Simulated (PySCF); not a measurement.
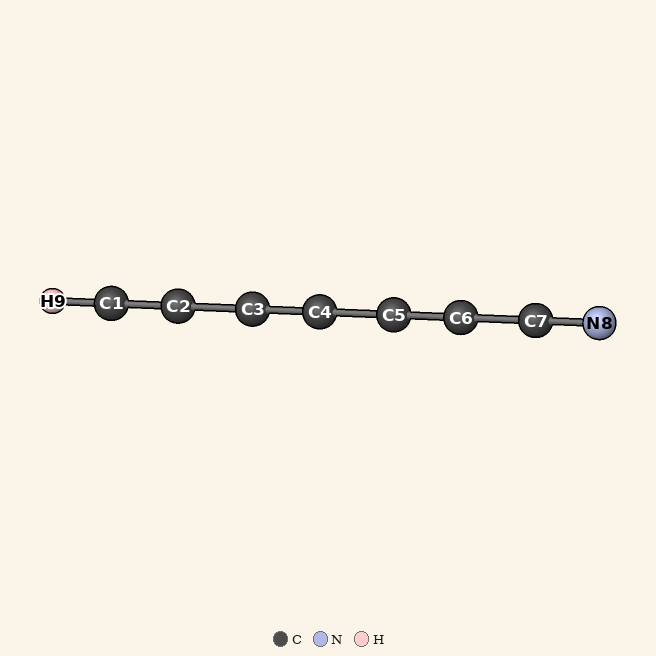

Computed geometry: PBE0-D3(BJ)/def2-SVP optimisation. No frequency run is at hand to confirm it as a minimum. Properties computed with B3LYP/pcJ-0 indirect spin-spin coupling, non-relativistic, gas phase (PySCF 2.14.0). Isotopes: 13C, 1H, 15N.

Give the spin–spin coupling constants of these pairs, with the number of bonds between them: C2/C3, C3/C5, C4/C6, C5/C7, C6/N8, C1/C4, C3/H9.

| pair | bonds apart | J (Hz) |
| --- | --- | --- |
| C2, C3 | 1 | 155.4 |
| C3, C5 | 2 | 0.5 |
| C4, C6 | 2 | 0.9 |
| C5, C7 | 2 | 3.7 |
| C6, N8 | 2 | 9.8 |
| C1, C4 | 3 | 21.7 |
| C3, H9 | 3 | 7.7 |
